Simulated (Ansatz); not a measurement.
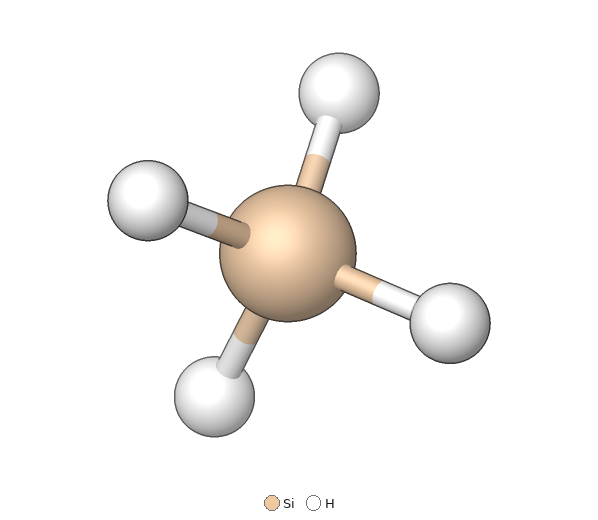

Every bond is drawn as one stick, whatever its order.

**Count the atoms of each element.**

SiH4, 5 atoms: 1 silicon and 4 hydrogen.

**Give the symmetry (Schoenflies symbol).**

Td.

**Count the bonded pairs by element.**

4 Si–H. Sticks follow a distance rule.

The parts below concern this one geometry. Atoms keep their numbers from picture to picture. The computed structure is the end point of a PBE0-D4/def2-TZVP optimisation.

Electronic properties

Level of theory: RKS PBE0-D4/def2-TZVPP (Ansatz 0.2.0).

**Estimate the HOMO energy (Kohn–Sham orbital).**

−9.86 eV.

**Give the HOMO–LUMO gap at this level.**

10.92 eV.

Charges

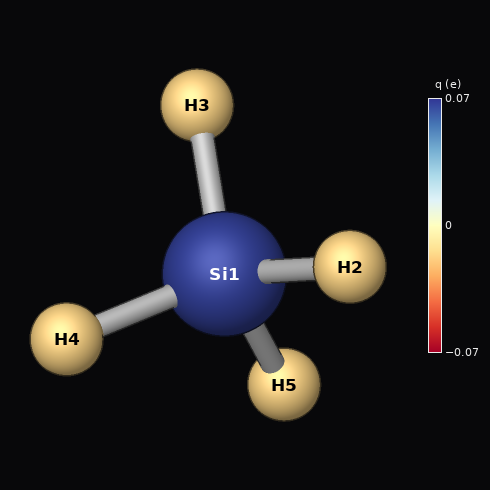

Atoms are coloured by their Mulliken charges. Method: RKS PBE0-D4/def2-TZVP (Ansatz 0.2.0).

List the Mulliken charges.

```tsv
atom	value (e)
Si1	0.07
H2	−0.02
H3	−0.02
H4	−0.02
H5	−0.02
```

Vibrations

Harmonic vibrations computed with RKS PBE0-D4/def2-TZVP (Ansatz 0.2.0) at a stationary point of the same level.

**List the wavenumbers.**

9 modes: 907, 907, 907, 969, 969, 2235, 2245, 2245, 2245 cm⁻¹.

Mulliken values depend strongly on the basis set and can even reverse the polarity of a bond.
